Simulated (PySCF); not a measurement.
## A study: C5H7N3S, SMILES `CSc1cc(C)nnn1`

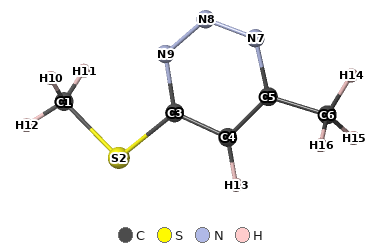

The molecule, with its atoms numbered as below. No frequency check shows the geometry to be a minimum.

Coordinates in Å:

```
C1      -3.0681    0.5156   -0.0007
S2      -2.0001   -0.9488    0.0003
C3      -0.4332   -0.1890    0.0003
C4       0.7399   -0.9461    0.0002
C5       1.9198   -0.2166   -0.0001
C6       3.2643   -0.8583   -0.0013
N7       1.8786    1.1223    0.0000
N8       0.7572    1.7445    0.0003
N9      -0.3822    1.1451    0.0002
H10     -2.8642    1.1023    0.8889
H11     -2.8642    1.1012   -0.8907
H12     -4.0899    0.1507   -0.0005
H13      0.7191   -2.0240    0.0004
H14      4.0321   -0.0905    0.0019
H15      3.3782   -1.4882   -0.8801
H16      3.3781   -1.4871    0.8821
```

## 1. Bonding charge

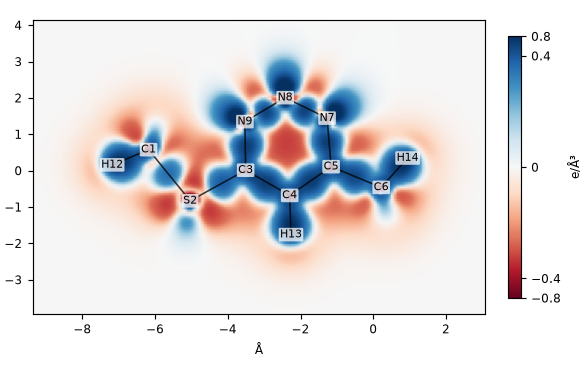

Deformation density (molecule less spherical, spin-averaged free atoms) in a plane through 12 of the atoms; colour scale in e/Å³, logarithmic beyond ±0.1; blue: gain, red: loss.

Level of theory: B3LYP/6-311G** (PySCF), at a geometry from GFN2-xTB.

**Describe the bonding that the map shows.**

The five largest and four smallest: C4–H13: +0.74 e/Å³ at the bond critical point (bond length 1.08 Å, Mayer order 1.0). C1–H12: +0.71 e/Å³ at the bond critical point (bond length 1.08 Å, Mayer order 1.0). C6–H14: +0.71 e/Å³ at the bond critical point (bond length 1.09 Å, Mayer order 1.0). C4–C5: +0.65 e/Å³ at the bond critical point (bond length 1.39 Å, Mayer order 1.4). C3–C4: +0.62 e/Å³ at the bond critical point (bond length 1.40 Å, Mayer order 1.3). N8–N9: +0.54 e/Å³ at the bond critical point (bond length 1.29 Å, Mayer order 1.4). C5–C6: +0.51 e/Å³ at the bond critical point (bond length 1.49 Å, Mayer order 1.0). S2–C3: +0.33 e/Å³ at the bond critical point (bond length 1.74 Å, Mayer order 1.1). C1–S2: +0.26 e/Å³ at the bond critical point (bond length 1.81 Å, Mayer order 1.0). In all, 3.9 electrons gather in the regions of gain relative to the promolecule.

**Where do the Hirshfeld charges lie?**

The highest Hirshfeld charge is on C5 (+0.08 e), the lowest on N7 (−0.12 e).

## 2. Bond critical points

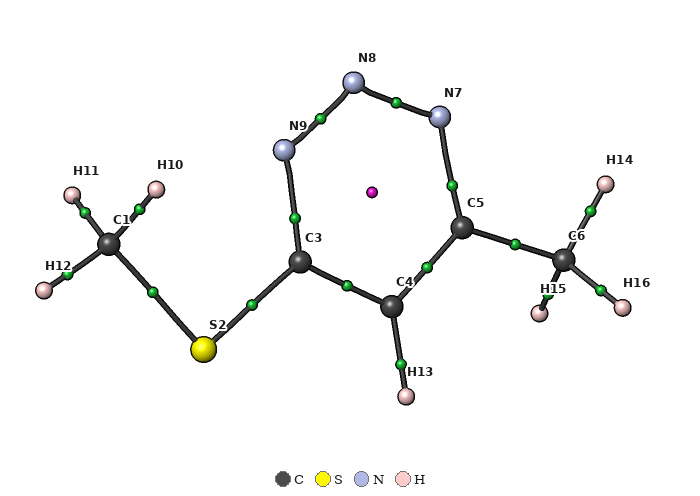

Molecular graph of the electron density (QTAIM): bond paths, bond critical points (green), ring points (magenta, if any); weak paths are dashed.

**How many critical points of each kind are there, and does the count close?**

16 nuclei, 16 bond, 1 ring and 0 cage critical points: 16 − 16 + 1 − 0 = 1, as the Poincaré–Hopf relation requires.

**Give the properties at the bond critical points.**

```json
{"bond": "N7–N8", "length (Å)": "1.282", "ρ (a.u.)": "0.431", "∇²ρ (a.u.)": "−1.02", "ε": "0.08", "H (a.u.)": "−0.495"}
{"bond": "N8–N9", "length (Å)": "1.288", "ρ (a.u.)": "0.425", "∇²ρ (a.u.)": "−0.98", "ε": "0.08", "H (a.u.)": "−0.481"}
{"bond": "C3–N9", "length (Å)": "1.335", "ρ (a.u.)": "0.350", "∇²ρ (a.u.)": "−1.07", "ε": "0.10", "H (a.u.)": "−0.482"}
{"bond": "C5–N7", "length (Å)": "1.340", "ρ (a.u.)": "0.345", "∇²ρ (a.u.)": "−1.05", "ε": "0.09", "H (a.u.)": "−0.483"}
{"bond": "C4–C5", "length (Å)": "1.387", "ρ (a.u.)": "0.315", "∇²ρ (a.u.)": "−0.89", "ε": "0.21", "H (a.u.)": "−0.328"}
{"bond": "C3–C4", "length (Å)": "1.396", "ρ (a.u.)": "0.308", "∇²ρ (a.u.)": "−0.85", "ε": "0.18", "H (a.u.)": "−0.315"}
{"bond": "C4–H13", "length (Å)": "1.078", "ρ (a.u.)": "0.285", "∇²ρ (a.u.)": "−0.99", "ε": "0.02", "H (a.u.)": "−0.286"}
{"bond": "C1–H11 (2 alike)", "length (Å)": "1.085", "ρ (a.u.)": "0.282", "∇²ρ (a.u.)": "−0.97", "ε": "0.01", "H (a.u.)": "−0.280"}
{"bond": "C1–H12", "length (Å)": "1.085", "ρ (a.u.)": "0.280", "∇²ρ (a.u.)": "−0.95", "ε": "0.01", "H (a.u.)": "−0.280"}
{"bond": "C6–H14", "length (Å)": "1.086", "ρ (a.u.)": "0.280", "∇²ρ (a.u.)": "−0.95", "ε": "0.01", "H (a.u.)": "−0.278"}
{"bond": "C6–H15 (2 alike)", "length (Å)": "1.087", "ρ (a.u.)": "0.276", "∇²ρ (a.u.)": "−0.92", "ε": "0.01", "H (a.u.)": "−0.275"}
{"bond": "C5–C6", "length (Å)": "1.490", "ρ (a.u.)": "0.262", "∇²ρ (a.u.)": "−0.66", "ε": "0.04", "H (a.u.)": "−0.228"}
{"bond": "S2–C3", "length (Å)": "1.741", "ρ (a.u.)": "0.208", "∇²ρ (a.u.)": "−0.41", "ε": "0.25", "H (a.u.)": "−0.167"}
{"bond": "C1–S2", "length (Å)": "1.812", "ρ (a.u.)": "0.179", "∇²ρ (a.u.)": "−0.28", "ε": "0.08", "H (a.u.)": "−0.117"}
```

**What kind of interaction is C6–H14?**

Shared-shell (covalent): ρ = 0.280, ∇²ρ = −0.95, H = −0.278 a.u.

## 3. Local ionisation energy

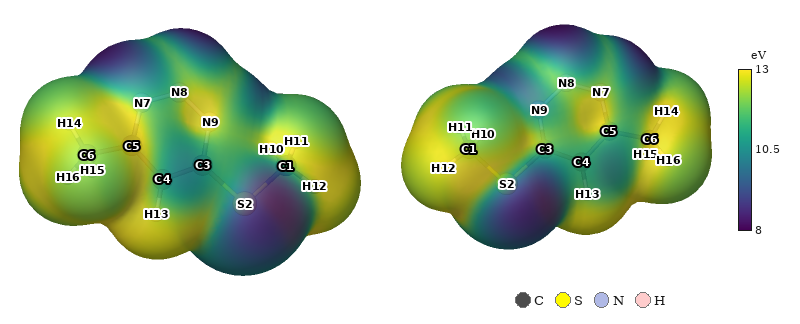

Average local ionisation energy on the surface of electron density 0.001 a.u. (back view left, front view right).

**Locate the minima of the map.**

The lowest value is 8.2 eV, 1.9 Å from N8. Further minima include 8.3 eV, 2.3 Å from S2, and at like points elsewhere; 8.4 eV, 1.9 Å from N7; 9.4 eV, near N9 (1.95 Å), H11 (2.06 Å) and H10 (2.13 Å). For comparison, the highest occupied orbital lies at −6.5 eV.

## 4. Removing or adding an electron

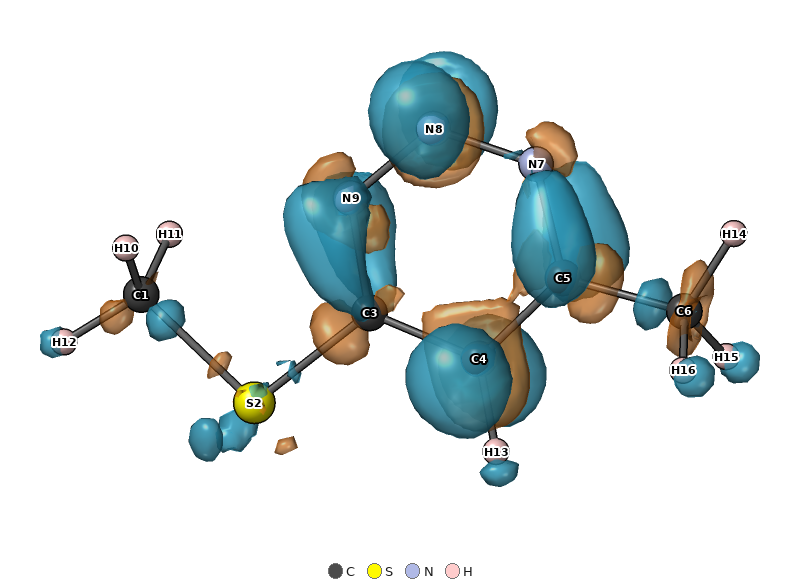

Fukui function f⁺ = ρ(N+1) − ρ(N) at fixed geometry, surfaces at ±0.03 e/Å³ (light blue positive, orange negative).

Method: r2SCAN/def2-SVP; geometry: GFN2-xTB; program: PySCF.

**On which atoms does the density change most on addition of an electron?**

f⁺ (Hirshfeld-condensed) is largest on N8 (0.17), C4 (0.14) and S2 (0.10); the vertical electron affinity is −0.24 eV (the stability of the anion's solution wasn't checked; negative, but this basis has no diffuse functions, so it doesn't show that the anion is unbound). Condensed values hint at sites of nucleophilic attack but needn't mark the atom that reacts. Shares this close don't rank the sites. Orbital relaxation makes it negative in places (0.25 e in all).

| atom | f⁺ | charge |
| --- | --- | --- |
| C1 | +0.02 | −0.10 |
| S2 | +0.10 | +0.05 |
| C3 | +0.05 | +0.04 |
| C4 | +0.14 | −0.06 |
| C5 | +0.08 | +0.08 |
| C6 | +0.03 | −0.10 |
| N7 | +0.08 | −0.12 |
| N8 | +0.17 | −0.04 |
| N9 | +0.09 | −0.11 |
| H10 | +0.02 | +0.05 |
| H11 | +0.02 | +0.05 |
| H12 | +0.03 | +0.05 |
| H13 | +0.07 | +0.05 |
| H14 | +0.03 | +0.05 |
| H15 | +0.04 | +0.05 |
| H16 | +0.04 | +0.05 |

## 5. Localised orbitals

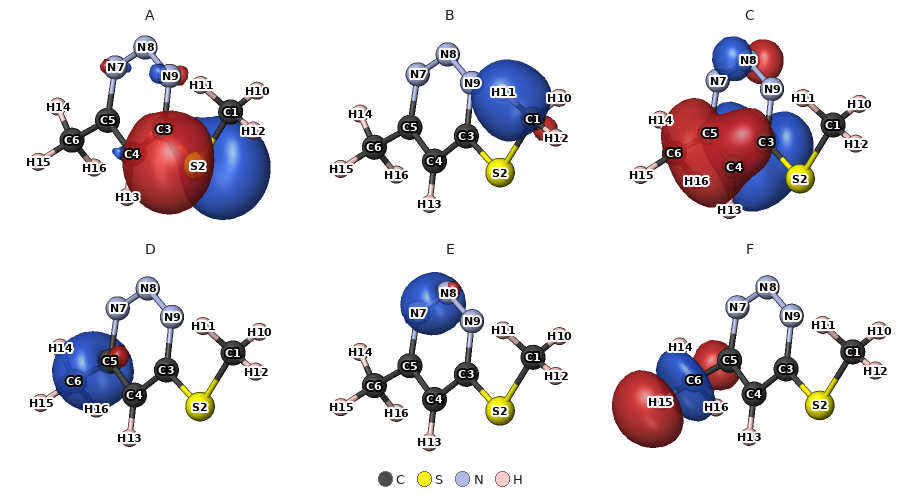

Intrinsic bond orbitals (IBO), occupied and valence-virtual; each surface holds about 85 % of the orbital's density. Energies are diagonal elements of the Fock matrix.

PySCF calculation, B3LYP/def2-SVPD, gas phase; geometry: GFN2-xTB.

**What does each orbital represent in a Lewis picture?**

By panel:
- A: lone pair on S2 (p-type) (S2 91 %, C3 5 %; −7.9 eV)
- B: σ bond C1–H11 (C1 59 %, H11 41 %; −13.8 eV)
- C: delocalised π orbital mainly over C4, C5 and C3 (C4 50 %, C5 23 %, C3 22 %; −9.5 eV)
- D: σ bond C5–C6 (C5 51 %, C6 48 %; −15.9 eV)
- E: σ bond N8–N7 (N8 50 %, N7 50 %; −22.7 eV)
- F: σ* orbital H15–C6 (H15 58 %, C6 42 %; 8.7 eV)

The PySCF runs shown took 45 s, 10 min and 56 s on 1 thread of Intel(R) Xeon(R) Processor, with other jobs on the host.
